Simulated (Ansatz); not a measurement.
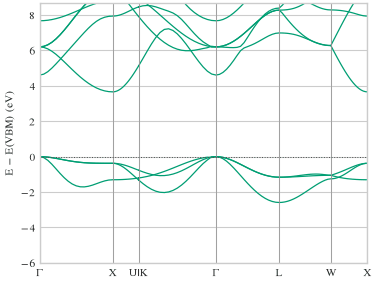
Figure: Band structure from the program Ansatz at the PBE level (PAW)

### Question
Read off the gap and where the band edges lie.

### Answer
About 3.7 eV (3.66 eV by a search for the band edges); maximum at Γ, minimum at X.

The material is CaO (rock salt, space group No. 225).

Space group Fm-3m (rock salt). The PBE relaxation kept the symmetry of its start.

Potentials: the later of the program's two PAW sets.
